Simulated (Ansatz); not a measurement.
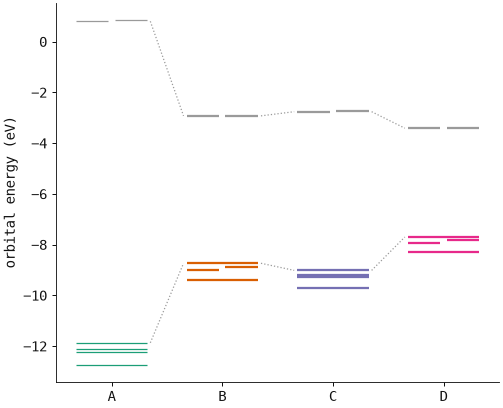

Frontier orbital energies of ZrBr₂Cl₂, SMILES [Cl][Zr]([Cl])([Br])[Br], singlet at one geometry, def2-TZVPP, the Ansatz code, at a PBE0-D4/def2-TZVP geometry (a minimum by its frequencies). Empty levels are grey, levels within 0.1 eV stand side by side; all columns show the same few orbitals around the gap. Dotted lines join the HOMOs and the LUMOs.

**The columns come from B3LYP, HF, PBE0 and revPBE. Which is which?**

A: HF (HOMO −11.87, LUMO 0.80, separation 12.67 eV)
B: B3LYP (HOMO −8.73, LUMO −2.93, separation 5.81 eV)
C: PBE0 (HOMO −9.02, LUMO −2.76, separation 6.25 eV)
D: revPBE (HOMO −7.70, LUMO −3.41, separation 4.29 eV)

Caveats, for all or some of the runs: core potentials past krypton; empty levels above zero depend strongly on the basis; no scalar relativity up to krypton; spin-orbit coupling is left out, and with Br it can shift these levels and split any degenerate set.
